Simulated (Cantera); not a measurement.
Input: 1 mol SiHCl3, 0.0082 mol Cl2, 19 mol N2, at 10.0 mbar.

Cantera equilibrium calculation (NASA polynomials, part measured and part estimated; ideal gas, pure solids and liquids). Candidate condensed phases: NH4Cl, Si, Si3N4; 28 gas species. N2 is the only nitrogen source here; it is nearly inert below about 1500 K, so the nitride shown seldom forms there in practice. The tables' values for SiCl3 are old estimates; treat these amounts as uncertain. Equilibrium is a limit: real reactors are often held back by kinetics, nucleation or transport.

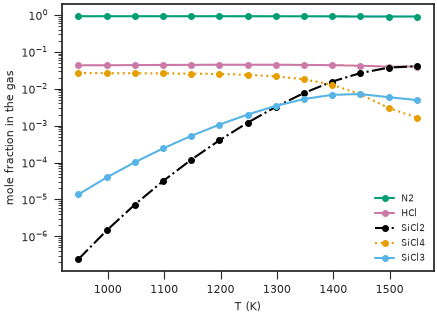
Figure. Equilibrium gas composition (values under 1e-9 drawn at 1e-9)

### Question
Read off the mole fractions at 1048 K.

### Answer
N2 about 0.93, HCl about 0.044, SiCl4 about 0.026, SiCl3 about 0.00010, SiCl2 about 7.3e-6.
